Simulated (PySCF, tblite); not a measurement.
# C4H9B: dynamics, then NMR shifts and electronic excitations on frames

How do NMR shifts and electronic excitations of C4H9B (`BC(=C)CC`) change as the atoms move?

Computed with tblite 0.8.0 and PySCF 2.14.0, with density-fitted response routines of our own, on a single molecule in the gas phase. Atoms are numbered from 0 throughout.

## 1. The starting structure

14 atoms, charge 0, multiplicity 1; geometry from: GFN2-xTB.

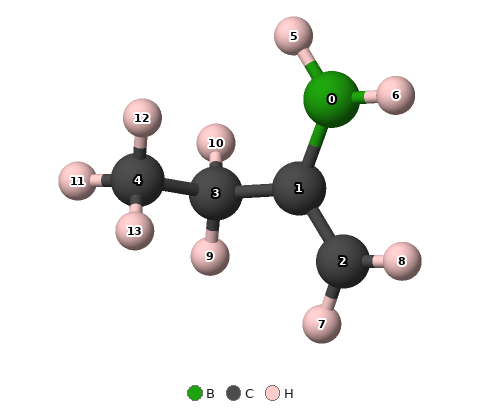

The starting geometry (boron green, carbon dark grey, hydrogen pink), atoms numbered; sticks join atoms by distance.

## 2. Thermal motion with GFN2-xTB

Job settings and geometry (Å):

```
{"job": {"kind": "md", "xc": "GFN2-xTB", "basis": "xTB", "temperature": 300, "steps": 2000, "every": 50, "frames": 5}, "charge": 0, "multiplicity": 1}
B      1.358794     0.029045     1.259032
C     -0.014560    -0.347120     0.650003
C     -1.096506    -0.511230     1.420378
C     -0.144817    -0.520942    -0.844373
C     -0.093928     0.834311    -1.549754
H      2.301816     0.146611     0.576333
H      1.460638     0.180663     2.413909
H     -2.060762    -0.785714     1.015777
H     -1.055818    -0.380404     2.489011
H     -1.085116    -1.019898    -1.091717
H      0.676972    -1.142364    -1.206849
H     -0.149617     0.705986    -2.628641
H      0.830460     1.353736    -1.307794
H     -0.928233     1.456848    -1.232418
```

With the program's defaults for keys left out, this is: GFN2-xTB Langevin dynamics, gas phase.

On the command line:

```sh
$ OMP_NUM_THREADS=1 python probes_run.py task.json out
```

This one command runs all jobs of the session in turn.

What it wrote:

```text
t/fs     T/K      E/eV
    0.0   232.4   -390.20601
   25.0   192.2   -389.96248
   50.0   226.8   -389.93287
   75.0   226.9   -389.77744
  100.0   230.5   -389.88708
  125.0   200.0   -389.88766
  150.0   138.9   -389.69452
  175.0   342.2   -389.95294
  200.0   230.0   -389.62292
  225.0   340.7   -389.81298
  250.0   298.1   -389.65609
  275.0   313.3   -389.54382
  300.0   341.5   -389.71189
  325.0   355.1   -389.71076
  350.0   331.7   -389.64985
  375.0   195.4   -389.64022
  400.0   326.1   -389.83012
  425.0   288.0   -389.61674
  450.0   313.4   -389.64943
  475.0   345.0   -389.52583
  500.0   429.2   -389.65797
  525.0   340.0   -389.60557
  550.0   360.1   -389.50003
  575.0   410.4   -389.62998
  600.0   269.4   -389.39203
  625.0   287.4   -389.67581
  650.0   298.0   -389.62015
  675.0   273.9   -389.73798
  700.0   239.0   -389.58084
  725.0   354.7   -389.73395
  750.0   286.6   -389.55074
  775.0   315.9   -389.73241
  800.0   332.5   -389.79866
  825.0   177.4   -389.57068
  850.0   258.7   -389.79145
  875.0   283.4   -389.74317
  900.0   334.5   -389.81140
  925.0   327.2   -389.71051
  950.0   426.4   -389.83497
  975.0   202.9   -389.58198
 1000.0   309.7   -389.80080
```

Run time: 11 s. Hardware: 1 thread of Arm Neoverse N1, shared host; peak memory 0.18 GiB.

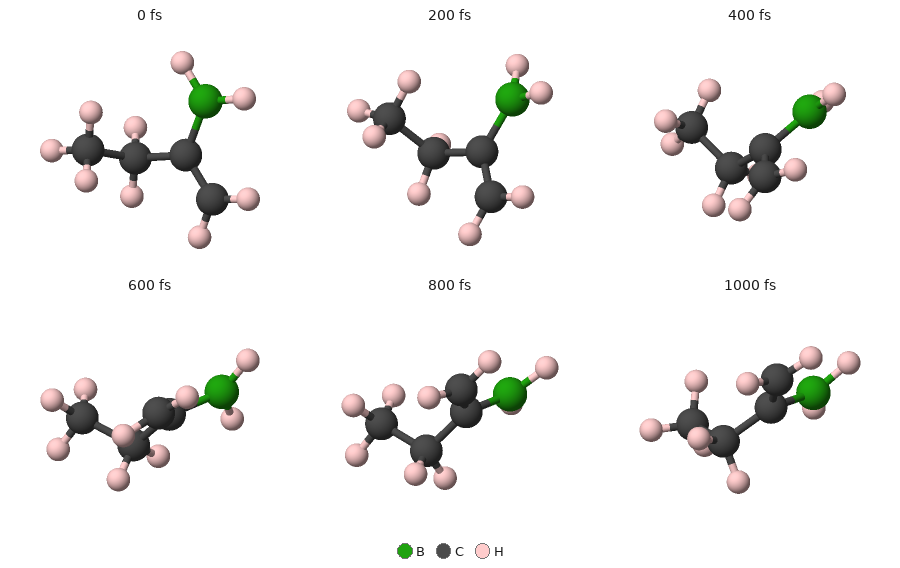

Frames of the run.

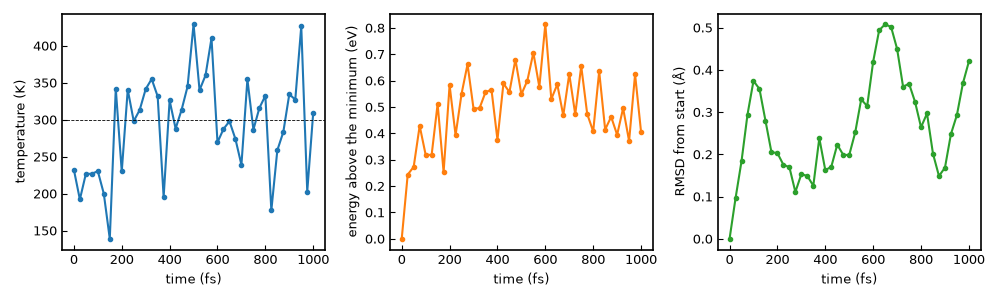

Temperature, potential energy and distance from the start.

Positions (Å) and forces (eV/Å) at 1000 fs:

```xyz
14

B     1.024   -1.857    1.691   -0.277   -0.538   -0.365
C     0.499   -0.427    1.210    1.691   -0.819    1.285
C     1.139    0.601    1.804   -0.907    0.853   -0.233
C    -0.447   -0.187    0.066    0.023   -0.027    0.596
C    -0.004   -0.920   -1.193    0.849   -0.545    0.021
H     0.717   -2.915    1.234   -0.339    0.584   -0.255
H     1.853   -2.082    2.508   -0.216    0.815   -0.022
H     0.926    1.627    1.476    0.084   -0.262    0.017
H     1.739    0.601    2.707    0.004   -0.561   -0.413
H    -0.484    0.882   -0.123   -0.007    0.250   -0.109
H    -1.446   -0.473    0.443    0.259   -0.141   -0.529
H    -0.240   -0.394   -2.090   -0.494    0.526   -0.504
H    -0.447   -1.906   -1.274    0.034   -0.145    0.147
H     1.104   -1.035   -1.240   -0.705    0.010    0.364
```

## 3. NMR shieldings: 250 fs, PBE0/pcSseg-1

Job settings and geometry (Å):

```
{"job": {"kind": "nmr", "xc": "PBE0", "basis": "pcSseg-1", "pop": false}, "charge": 0, "multiplicity": 1}
B      1.037800    -0.954600     1.395700
C     -0.234700    -0.531900     0.657500
C     -1.199900     0.076400     1.359300
C     -0.374800    -1.020300    -0.759100
C      0.436100    -0.033500    -1.711200
H      1.696300    -1.852500     0.907700
H      1.218800    -0.673100     2.494700
H     -2.094900     0.346000     0.793700
H     -1.162900     0.515100     2.353500
H     -1.370000    -1.005300    -1.262200
H     -0.006600    -2.074700    -0.772000
H      0.150600    -0.408800    -2.746200
H      1.475200    -0.007700    -1.605900
H     -0.042000     0.908100    -1.546300
```

Level: GIAO PBE0/pcSseg-1 NMR shielding, non-relativistic, gas phase.

What it wrote:

```text
coarse grid: 11016 points
cycle   1  E = -182.3014600477  dE =  2.296e-01  |g| = 3.357e-01  |ddm| = 3.054e+00
cycle   2  E = -182.2940915603  dE =  7.368e-03  |g| = 3.855e-01  |ddm| = 6.821e-01
cycle   3  E = -182.3339449606  dE = -3.985e-02  |g| = 7.897e-02  |ddm| = 4.121e-01
cycle   4  E = -182.3352939549  dE = -1.349e-03  |g| = 2.954e-02  |ddm| = 7.658e-02
cycle   5  E = -182.3355155365  dE = -2.216e-04  |g| = 6.419e-03  |ddm| = 2.791e-02
cycle   6  E = -182.3355284399  dE = -1.290e-05  |g| = 1.091e-03  |ddm| = 7.658e-03
cycle   7  E = -182.3355287467  dE = -3.068e-07  |g| = 2.730e-04  |ddm| = 1.297e-03
final grid: 104392 points
cycle   8  E = -182.3654662407  dE = -3.095e-05  |g| = 7.013e-03  |ddm| = 2.480e-02
cycle   9  E = -182.3654633696  dE =  2.871e-06  |g| = 7.814e-03  |ddm| = 1.343e-02
cycle  10  E = -182.3654797391  dE = -1.637e-05  |g| = 9.215e-04  |ddm| = 7.333e-03
cycle  11  E = -182.3654799289  dE = -1.899e-07  |g| = 2.979e-04  |ddm| = 8.795e-04
cycle  12  E = -182.3654799517  dE = -2.275e-08  |g| = 7.091e-05  |ddm| = 2.886e-04
cycle  13  E = -182.3654799532  dE = -1.536e-09  |g| = 1.289e-05  |ddm| = 8.426e-05
cycle  14  E = -182.3654799533  dE = -4.241e-11  |g| = 4.491e-06  |ddm| = 1.730e-05
converged SCF energy = -182.3654799533

GIAO shielding tensors (ppm)
atom      isotropic    diamagn.    paramagn.     s11        s22        s33       span
  0 B       23.015     192.325    -169.310    -26.982    -19.753    115.781    142.763
  1 C       15.506     257.033    -241.527   -109.164    -22.506    178.187    287.350
  2 C       36.112     255.981    -219.869    -67.632     30.814    145.154    212.786
  3 C      140.395     247.197    -106.802    122.142    139.724    159.320     37.178
  4 C      163.135     248.056     -84.921    148.742    157.888    182.774     34.033
  5 H       24.495      29.722      -5.227     18.391     26.651     28.442     10.051
  6 H       24.818      30.663      -5.844     18.725     27.436     28.295      9.571
  7 H       25.244      31.525      -6.281     21.851     24.248     29.634      7.784
  8 H       24.772      30.741      -5.969     22.653     24.866     26.796      4.143
  9 H       28.590      31.341      -2.750     25.023     27.810     32.938      7.915
 10 H       28.051      30.339      -2.288     25.191     26.200     32.763      7.572
 11 H       29.060      28.165       0.895     24.950     26.733     35.498     10.548
 12 H       31.203      31.458      -0.256     27.898     29.246     36.464      8.566
 13 H       31.118      31.697      -0.579     27.125     30.400     35.830      8.705
```

Run time: 16 s. Hardware: 1 thread of Arm Neoverse N1, shared host; peak memory 0.63 GiB.

The references, computed at this level on geometries of the same kind, shield at (ppm): ¹H TMS 31.72, ¹³C TMS 186.9, ¹¹B BF3·OEt2 100.1. Their shielding less the atom's gives the shift. The references are single molecules in the gas phase. Each atom is listed at this fixed geometry, with no averaging over motion; a spectrum would average atoms that exchange fast.

```
atoms                         environment  σ (ppm)  δ (ppm)
   C1     fully substituted alkene carbon     15.5    171.4
   C2                terminal =CH2 carbon     36.1    150.8
   C3                     allylic sp3 CH2    140.4     46.5
   C4                       methyl carbon    163.1     23.8
   H5     hydrogen on a boron bonded to C    24.49     7.22
   H8  hydrogen on a terminal =CH2 carbon    24.77     6.95
   H6     hydrogen on a boron bonded to C    24.82     6.90
   H7  hydrogen on a terminal =CH2 carbon    25.24     6.47
  H10      hydrogen on an allylic sp3 CH2    28.05     3.67
   H9      hydrogen on an allylic sp3 CH2    28.59     3.13
  H11         hydrogen on a methyl carbon    29.06     2.66
  H13         hydrogen on a methyl carbon    31.12     0.60
  H12         hydrogen on a methyl carbon    31.20     0.51
   B0              boron bonded to C, 2 H     23.0     77.1
```

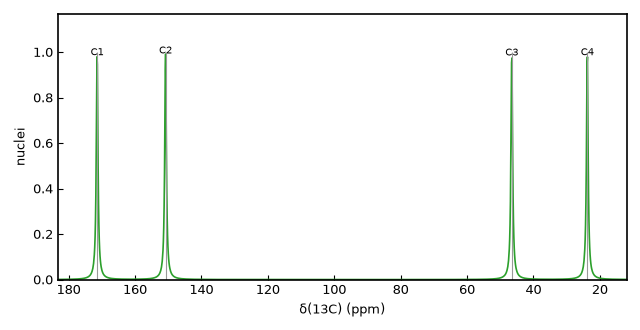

¹³C lines at the computed shifts, without couplings. Lines are broadened to a width of 0.59 ppm (Lorentzian).

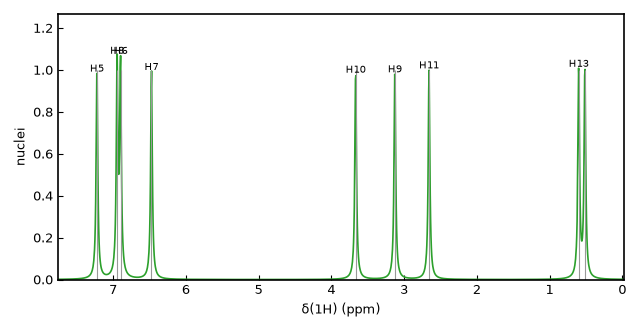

¹H lines at the computed shifts, without couplings. Lines are broadened to a width of 0.03 ppm (Lorentzian).

## 4. TDDFT and polarisability: 250 fs, PBE0/def2-SVPD

Settings changed since step 3:

```diff
@@ -1,2 +1,2 @@
-{"job": {"kind": "nmr", "xc": "PBE0", "basis": "pcSseg-1", "pop": false}, "charge": 0, "multiplicity": 1}
+{"job": {"kind": "uv", "xc": "PBE0", "basis": "def2-SVPD", "nstates": 5, "ntriplets": 0}, "charge": 0, "multiplicity": 1}
 B      1.037800    -0.954600     1.395700
```

With the program's defaults for keys left out, this is: TDDFT PBE0/def2-SVPD, vertical, gas phase, core orbitals frozen in the response.

What it wrote:

```text
coarse grid: 11016 points
cycle   1  E = -182.2038968874  dE =  1.867e-01  |g| = 3.218e-01  |ddm| = 5.119e+00
cycle   2  E = -182.1963219017  dE =  7.575e-03  |g| = 3.732e-01  |ddm| = 1.236e+00
cycle   3  E = -182.2345266122  dE = -3.820e-02  |g| = 7.783e-02  |ddm| = 6.178e-01
cycle   4  E = -182.2358544499  dE = -1.328e-03  |g| = 3.092e-02  |ddm| = 1.537e-01
cycle   5  E = -182.2361037708  dE = -2.493e-04  |g| = 6.290e-03  |ddm| = 4.924e-02
cycle   6  E = -182.2361166018  dE = -1.283e-05  |g| = 1.122e-03  |ddm| = 1.571e-02
cycle   7  E = -182.2361169364  dE = -3.346e-07  |g| = 2.948e-04  |ddm| = 3.132e-03
final grid: 104392 points
cycle   8  E = -182.2656509617  dE = -3.158e-05  |g| = 6.710e-03  |ddm| = 1.056e-01
cycle   9  E = -182.2656481549  dE =  2.807e-06  |g| = 7.501e-03  |ddm| = 2.244e-02
cycle  10  E = -182.2656637002  dE = -1.555e-05  |g| = 8.628e-04  |ddm| = 1.118e-02
cycle  11  E = -182.2656638723  dE = -1.721e-07  |g| = 2.791e-04  |ddm| = 1.662e-03
cycle  12  E = -182.2656638925  dE = -2.021e-08  |g| = 6.801e-05  |ddm| = 5.140e-04
cycle  13  E = -182.2656638940  dE = -1.447e-09  |g| = 1.451e-05  |ddm| = 1.752e-04
cycle  14  E = -182.2656638940  dE = -5.855e-11  |g| = 4.557e-06  |ddm| = 4.147e-05
converged SCF energy = -182.2656638940

Static polarisability (au): isotropic 66.177, principal 51.969 68.777 77.785

Singlet excitations
state   eV       nm        f      main configurations
  1   4.9678    249.6   0.02150   H-1->L 0.74, H->L 0.21
  2   5.3320    232.5   0.00113   H-2->L 0.94
  3   5.3803    230.4   0.14873   H->L 0.75, H-1->L 0.20
  4   6.2456    198.5   0.00367   H-3->L 0.98
  5   7.3062    169.7   0.04076   H-4->L 0.84, H->L+1 0.12
```

It took 23 s on 1 thread of Arm Neoverse N1, shared host; peak memory 0.74 GiB.

The orbitals next to the gap, with their largest atomic shares:

```
orbital     eV                       atoms
 HOMO−3  -9.57  C3 32 %, C4 16 %, H10 12 %
 HOMO−2  -9.07   B0 36 %, H5 21 %, H6 18 %
 HOMO−1  -8.78   C1 26 %, B0 24 %, C2 12 %
   HOMO  -7.86    C2 33 %, C1 31 %, C4 9 %
   LUMO  -1.98   B0 38 %, C2 24 %, C1 17 %
 LUMO+1   0.63   B0 24 %, C2 12 %, C3 10 %
 LUMO+2   1.01   B0 29 %, C1 20 %, C2 13 %
```

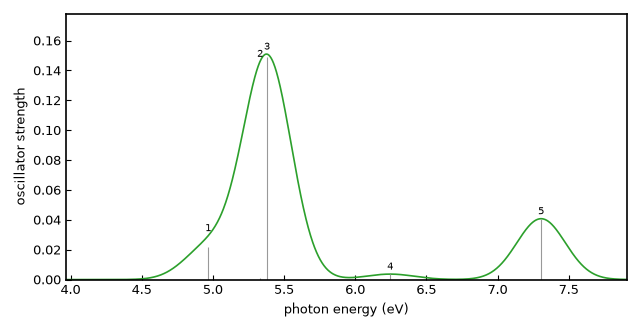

Absorption spectrum from the 5 singlet states computed; above the last one it falls off for lack of states. Lines are broadened to a width of 0.40 eV (Gaussian).

Further results of this job:

```
           property  computed
  dipole moment (D)      1.19
polarisability (Å³)      9.81
 HOMO–LUMO gap (eV)      5.89
      −ε(HOMO) (eV)      7.86
```

## 5. Nuclear shieldings: 425 fs, PBE0/pcSseg-1

Job settings and geometry (Å):

```
{"job": {"kind": "nmr", "xc": "PBE0", "basis": "pcSseg-1", "pop": false}, "charge": 0, "multiplicity": 1}
B      1.150300    -1.194700     1.518900
C      0.001300    -0.567800     0.678900
C     -0.746600     0.537900     1.098500
C     -0.518600    -1.275000    -0.576500
C      0.491900    -1.181800    -1.741500
H      1.691900    -2.314600     1.352900
H      1.515500    -0.622600     2.470200
H     -1.777600     0.663700     0.694500
H     -0.372700     1.215600     1.934500
H     -1.515000    -0.824900    -0.789800
H     -0.730700    -2.308800    -0.342200
H      0.113700    -1.522900    -2.667600
H      1.358400    -1.671400    -1.425400
H      0.706400    -0.092700    -1.780700
```

With the program's defaults for keys left out, this is: GIAO PBE0/pcSseg-1 NMR shielding, non-relativistic, gas phase.

What it wrote:

```text
coarse grid: 11016 points
cycle   1  E = -182.3030396110  dE =  1.315e-01  |g| = 3.333e-01  |ddm| = 3.029e+00
cycle   2  E = -182.2846228907  dE =  1.842e-02  |g| = 4.311e-01  |ddm| = 6.918e-01
cycle   3  E = -182.3340330616  dE = -4.941e-02  |g| = 1.081e-01  |ddm| = 4.405e-01
cycle   4  E = -182.3369000478  dE = -2.867e-03  |g| = 2.952e-02  |ddm| = 9.273e-02
cycle   5  E = -182.3371288252  dE = -2.288e-04  |g| = 6.248e-03  |ddm| = 2.847e-02
cycle   6  E = -182.3371408729  dE = -1.205e-05  |g| = 1.413e-03  |ddm| = 7.662e-03
cycle   7  E = -182.3371413748  dE = -5.019e-07  |g| = 3.439e-04  |ddm| = 1.392e-03
final grid: 104392 points
cycle   8  E = -182.3665300522  dE = -3.035e-05  |g| = 6.750e-03  |ddm| = 2.459e-02
cycle   9  E = -182.3665272697  dE =  2.783e-06  |g| = 7.532e-03  |ddm| = 1.235e-02
cycle  10  E = -182.3665426228  dE = -1.535e-05  |g| = 5.334e-04  |ddm| = 6.653e-03
cycle  11  E = -182.3665426874  dE = -6.463e-08  |g| = 2.170e-04  |ddm| = 5.787e-04
cycle  12  E = -182.3665426966  dE = -9.201e-09  |g| = 9.431e-05  |ddm| = 2.057e-04
cycle  13  E = -182.3665426992  dE = -2.608e-09  |g| = 2.117e-05  |ddm| = 9.841e-05
cycle  14  E = -182.3665426994  dE = -1.197e-10  |g| = 4.434e-06  |ddm| = 2.070e-05
converged SCF energy = -182.3665426994

GIAO shielding tensors (ppm)
atom      isotropic    diamagn.    paramagn.     s11        s22        s33       span
  0 B       28.958     192.246    -163.288    -30.297     -5.664    122.835    153.132
  1 C        1.408     258.070    -256.662   -117.309    -47.404    168.937    286.246
  2 C       12.295     255.392    -243.097   -107.977     23.461    121.402    229.379
  3 C      143.165     247.594    -104.429    124.577    137.555    167.365     42.788
  4 C      171.310     251.067     -79.757    158.095    169.638    186.197     28.102
  5 H       23.809      28.450      -4.641     18.572     25.761     27.094      8.522
  6 H       24.860      30.106      -5.247     19.641     27.035     27.903      8.262
  7 H       23.589      31.054      -7.465     18.681     24.058     28.029      9.348
  8 H       23.756      29.295      -5.539     20.591     23.564     27.111      6.519
  9 H       29.125      32.082      -2.956     25.682     28.594     33.099      7.417
 10 H       29.150      31.099      -1.949     26.361     27.517     33.571      7.209
 11 H       31.024      30.290       0.734     27.016     28.032     38.023     11.007
 12 H       31.315      32.237      -0.921     27.066     29.915     36.965      9.899
 13 H       30.480      31.018      -0.538     26.336     29.676     35.427      9.092
```

Wall time 15 s (1 thread of Arm Neoverse N1, shared host); peak memory 0.63 GiB.

In short: δ C1 185.5, C2 174.6, C3 43.8, C4 15.6, H7 8.13, H8 7.96 ppm.

## 6. TDDFT and polarisability: 425 fs, PBE0/def2-SVPD

Settings changed since step 5:

```diff
@@ -1,2 +1,2 @@
-{"job": {"kind": "nmr", "xc": "PBE0", "basis": "pcSseg-1", "pop": false}, "charge": 0, "multiplicity": 1}
+{"job": {"kind": "uv", "xc": "PBE0", "basis": "def2-SVPD", "nstates": 5, "ntriplets": 0}, "charge": 0, "multiplicity": 1}
 B      1.150300    -1.194700     1.518900
```

Level: TDDFT PBE0/def2-SVPD, vertical, gas phase, core orbitals frozen in the response.

What it wrote:

```text
coarse grid: 11016 points
cycle   1  E = -182.2064941025  dE =  8.823e-02  |g| = 3.207e-01  |ddm| = 4.750e+00
cycle   2  E = -182.1879280170  dE =  1.857e-02  |g| = 4.204e-01  |ddm| = 1.230e+00
cycle   3  E = -182.2359006072  dE = -4.797e-02  |g| = 1.049e-01  |ddm| = 6.524e-01
cycle   4  E = -182.2386387785  dE = -2.738e-03  |g| = 3.083e-02  |ddm| = 1.628e-01
cycle   5  E = -182.2388944921  dE = -2.557e-04  |g| = 6.167e-03  |ddm| = 5.040e-02
cycle   6  E = -182.2389066450  dE = -1.215e-05  |g| = 1.421e-03  |ddm| = 1.504e-02
cycle   7  E = -182.2389071694  dE = -5.245e-07  |g| = 3.531e-04  |ddm| = 3.048e-03
final grid: 104392 points
cycle   8  E = -182.2677878996  dE = -3.145e-05  |g| = 6.521e-03  |ddm| = 9.845e-02
cycle   9  E = -182.2677850415  dE =  2.858e-06  |g| = 7.301e-03  |ddm| = 2.077e-02
cycle  10  E = -182.2677999320  dE = -1.489e-05  |g| = 5.002e-04  |ddm| = 1.019e-02
cycle  11  E = -182.2677999952  dE = -6.321e-08  |g| = 1.701e-04  |ddm| = 1.120e-03
cycle  12  E = -182.2678000002  dE = -4.972e-09  |g| = 8.830e-05  |ddm| = 2.942e-04
cycle  13  E = -182.2678000024  dE = -2.213e-09  |g| = 2.438e-05  |ddm| = 1.633e-04
cycle  14  E = -182.2678000026  dE = -1.697e-10  |g| = 4.429e-06  |ddm| = 4.538e-05
converged SCF energy = -182.2678000026

Static polarisability (au): isotropic 67.800, principal 52.295 69.845 81.259

Singlet excitations
state   eV       nm        f      main configurations
  1   4.7199    262.7   0.06314   H-1->L 0.48, H->L 0.47
  2   4.9883    248.6   0.06186   H-1->L 0.47, H->L 0.35, H-2->L 0.12
  3   5.4694    226.7   0.05160   H-2->L 0.81, H->L 0.12
  4   6.0678    204.3   0.03587   H-3->L 0.86
  5   6.8191    181.8   0.01829   H-4->L 0.93
```

It took 23 s on 1 thread of Arm Neoverse N1, shared host; peak memory 0.74 GiB.

In short: HOMO -7.69 eV, LUMO -2.21 eV; lowest singlet 4.72 eV.

## 7. Shielding tensors: 625 fs, PBE0/pcSseg-1

Job settings and geometry (Å):

```
{"job": {"kind": "nmr", "xc": "PBE0", "basis": "pcSseg-1", "pop": false}, "charge": 0, "multiplicity": 1}
B      0.901100    -1.479200     1.864100
C      0.308600    -0.396500     0.948800
C      0.354900     0.895600     1.305200
C     -0.481300    -0.910800    -0.245100
C      0.178500    -0.726600    -1.610400
H      0.277000    -2.424500     2.129100
H      1.911800    -1.202300     2.266200
H      0.006100     1.622100     0.604800
H      0.989800     1.191400     2.144400
H     -1.398700    -0.387000    -0.208700
H     -0.571800    -1.991700    -0.074600
H     -0.498300    -0.843100    -2.471300
H      1.039600    -1.388700    -1.772100
H      0.627900     0.248400    -1.860300
```

With the program's defaults for keys left out, this is: GIAO PBE0/pcSseg-1 NMR shielding, non-relativistic, gas phase.

What it wrote:

```text
coarse grid: 11016 points
cycle   1  E = -182.2974851264  dE =  3.115e-01  |g| = 3.462e-01  |ddm| = 3.090e+00
cycle   2  E = -182.2942696336  dE =  3.215e-03  |g| = 3.755e-01  |ddm| = 7.105e-01
cycle   3  E = -182.3321191088  dE = -3.785e-02  |g| = 6.276e-02  |ddm| = 4.042e-01
cycle   4  E = -182.3328417016  dE = -7.226e-04  |g| = 3.178e-02  |ddm| = 6.846e-02
cycle   5  E = -182.3330891168  dE = -2.474e-04  |g| = 7.632e-03  |ddm| = 3.007e-02
cycle   6  E = -182.3331069862  dE = -1.787e-05  |g| = 1.018e-03  |ddm| = 8.856e-03
cycle   7  E = -182.3331072566  dE = -2.703e-07  |g| = 2.318e-04  |ddm| = 1.208e-03
final grid: 104392 points
cycle   8  E = -182.3619605860  dE = -3.265e-05  |g| = 6.775e-03  |ddm| = 2.596e-02
cycle   9  E = -182.3619583663  dE =  2.220e-06  |g| = 7.466e-03  |ddm| = 1.350e-02
cycle  10  E = -182.3619732517  dE = -1.489e-05  |g| = 7.798e-04  |ddm| = 7.132e-03
cycle  11  E = -182.3619733879  dE = -1.362e-07  |g| = 2.872e-04  |ddm| = 7.924e-04
cycle  12  E = -182.3619734078  dE = -1.997e-08  |g| = 7.895e-05  |ddm| = 2.914e-04
cycle  13  E = -182.3619734098  dE = -1.920e-09  |g| = 1.002e-05  |ddm| = 9.190e-05
cycle  14  E = -182.3619734098  dE = -2.575e-11  |g| = 3.022e-06  |ddm| = 1.467e-05
converged SCF energy = -182.3619734098

GIAO shielding tensors (ppm)
atom      isotropic    diamagn.    paramagn.     s11        s22        s33       span
  0 B       17.618     194.408    -176.790    -45.267    -22.179    120.300    165.567
  1 C        5.590     258.530    -252.940   -113.005    -37.731    167.506    280.512
  2 C       48.656     256.362    -207.706    -71.392     54.361    162.998    234.390
  3 C      158.149     245.832     -87.684    137.832    157.077    179.537     41.705
  4 C      171.265     245.579     -74.314    153.366    167.308    193.121     39.755
  5 H       24.142      30.322      -6.180     16.506     26.766     29.152     12.646
  6 H       24.467      30.898      -6.430     16.097     28.294     29.012     12.915
  7 H       25.287      33.096      -7.809     20.232     25.443     30.186      9.954
  8 H       25.298      30.631      -5.332     21.920     24.942     29.033      7.112
  9 H       29.581      32.191      -2.610     25.416     29.052     34.275      8.859
 10 H       28.770      31.436      -2.666     24.025     27.490     34.796     10.770
 11 H       30.215      28.593       1.623     26.128     27.290     37.228     11.099
 12 H       30.584      29.444       1.140     26.385     28.484     36.884     10.499
 13 H       30.466      30.819      -0.353     26.563     28.667     36.166      9.603
```

Run time: 16 s. Hardware: 1 thread of Arm Neoverse N1, shared host; peak memory 0.63 GiB.

This run: δ C1 181.3, C2 138.3, C3 28.8, C4 15.7, H5 7.58, H6 7.25 ppm.

(Part 1 of 2 ends here.)
